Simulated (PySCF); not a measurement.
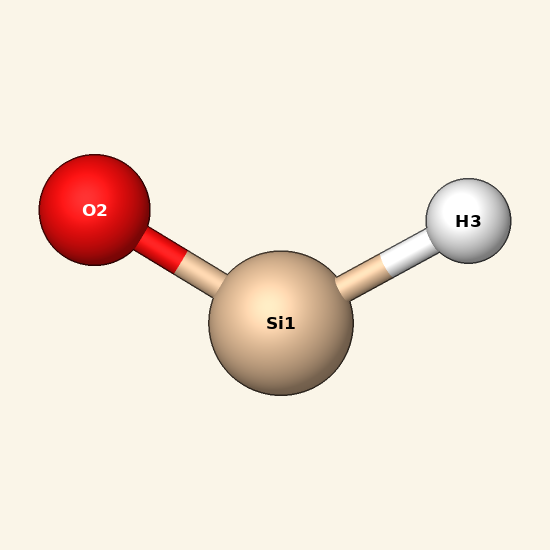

Every bond is drawn as one stick. The species is neutral and a spin doublet. The geometry was computed by an optimisation with PBE0/def2-TZVP. Method: PBE0/def2-TZVP (PySCF 2.14.0).

List the Mayer bond orders of Si1–O2, Si1–H3.

```csv
bond,Mayer order,length (Å)
Si1–O2,2.20,1.523
Si1–H3,0.84,1.528
```
